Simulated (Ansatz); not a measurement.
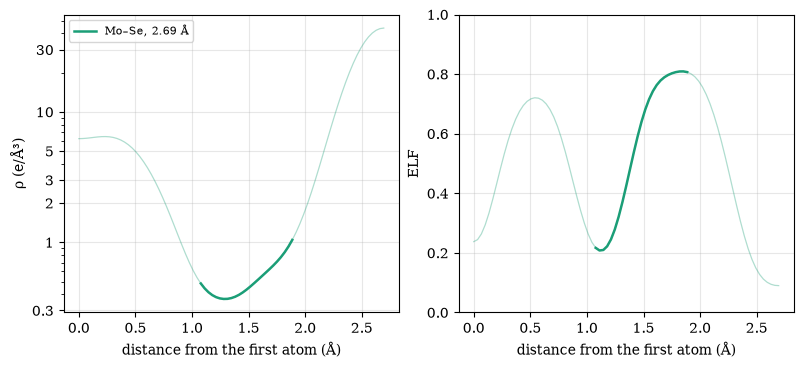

Figure 1: MoSe. Valence electron density and electron localisation function along straight lines between neighbouring atoms. Thin, pale parts lie inside the atomic spheres.

Space group F-43m; started from the zinc blende prototype, which need not be the ambient phase; not relaxed (largest force 0.5 eV/Å); the SCF solution may not be the lowest one; Hubbard U of 4.38 eV on Mo d only; the program warned that another magnetic order may lie lower; spin-polarised.

Level of theory: Ansatz, DFT r2SCAN+U, scalar-relativistic, plane waves, PAW.

The density is the valence pseudo-density of a PAW calculation; it isn't the true density close to the nuclei.

**What can be read from the curves?**

Mo–Se (2.69 Å): the density is about 0.37 e/Å³ at the midpoint; the ELF is about 0.40 at the midpoint.
